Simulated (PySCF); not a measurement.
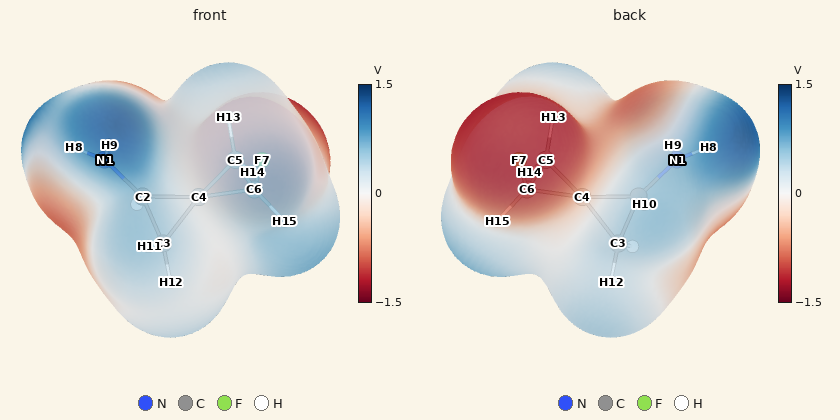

Figure. C₅H₈FN. The molecular electrostatic potential painted on the density surface at 0.001 e/bohr³, seen from the front and from behind; red is negative and blue positive.

Geometry: GFN2-xTB.

Theory: BHandHLYP/pcSseg-1, SCF density, gas phase, non-relativistic in PySCF 2.14.0.

```
atom    x (Å)    y (Å)    z (Å)
   N   1.9524   0.0483   0.8017
   C   0.7318  -0.6421   0.6562
   C   0.3337  -1.2664  -0.6749
   C  -0.3759  -0.0667  -0.1472
   C  -0.7789   1.2695  -0.6582
   C  -1.7721   0.3675   0.0295
   F  -2.2016   0.7231   1.2799
   H   2.5230  -0.0885   1.6069
   H   2.2390   0.6999   0.1013
   H   0.4616  -1.1884   1.5522
   H   0.9925  -1.1205  -1.5186
   H  -0.1848  -2.2137  -0.6786
   H  -0.4439   2.1385  -0.1099
   H  -0.8879   1.4286  -1.7217
   H  -2.5889  -0.0891  -0.5186
```

Where is the surface potential most negative and most positive?

The most negative region (about −1.2 V) lies over F7, the most positive (about +1.2 V) over H8 and H9.

How polar is the molecule by this calculation?

Its dipole moment is 1.92 D.
